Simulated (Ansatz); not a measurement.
# CH5BrSi: what the fields show

```yaml
atoms:
  - { symbol: C, position_ang: [-1.4715, -1.0869, -0.2531] }
  - { symbol: Br, position_ang: [-2.2381, -2.0382, -1.7658] }
  - { symbol: Si, position_ang: [-2.8433, -0.3789, 0.8394] }
  - { symbol: H, position_ang: [-3.6938, -1.4899, 1.3543] }
  - { symbol: H, position_ang: [-3.6713, 0.5734, 0.0454] }
  - { symbol: H, position_ang: [-2.2158, 0.3440, 1.9898] }
  - { symbol: H, position_ang: [-0.8248, -0.2987, -0.6628] }
  - { symbol: H, position_ang: [-0.8413, -1.8034, 0.2918] }
```

Geometry: PBE0-D3(BJ)/def2-SVP.

Computed with isolated molecule in a Gaussian basis; Kohn-Sham density functional theory, functional PBE0 (Ansatz).

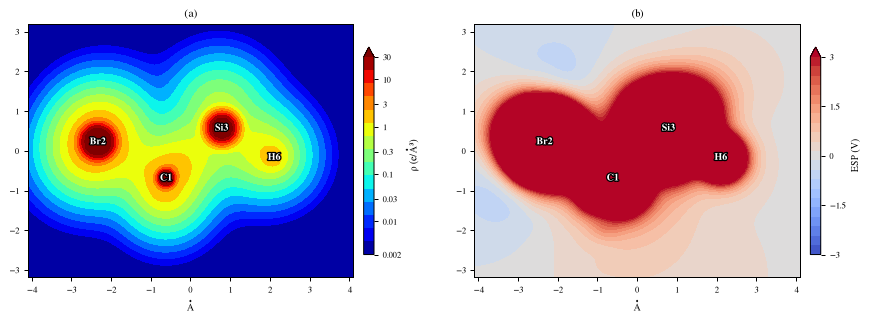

Figure 1. (a) electron density; (b) electrostatic potential on the plane of atoms C1, Si3 and H6.

Read the bonding off the picture.

The plane passes through C, Br, Si and H nuclei. C–Si (1.89 Å): ρ is about 0.94 e/Å³ halfway. C–Br (1.94 Å): ρ is about 1 e/Å³ halfway. Si–H (1.50 Å): the density is about 0.8 e/Å³ at the midpoint. Outside the dense part of the molecule the potential is most negative (−0.5 V) near Br2.

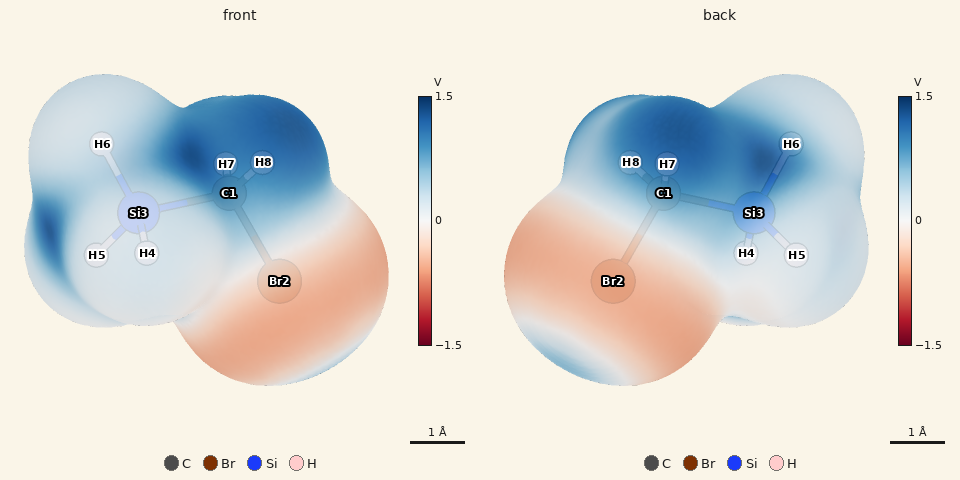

Figure 2. The molecular electrostatic potential painted on the density surface at 0.002 e/bohr³, seen from the front and from behind; red is negative and blue positive.

Describe the electrostatic potential map.

The most negative region (about −0.6 V) lies over Br2, the most positive (about +1.3 V) over Si3, H7 and H8. Br2 shows a σ-hole: about +0.6 V at the tip opposite its bond, against about −0.5 V on its flanks.

How polar is the molecule by this calculation?

Its dipole moment is 1.63 D.
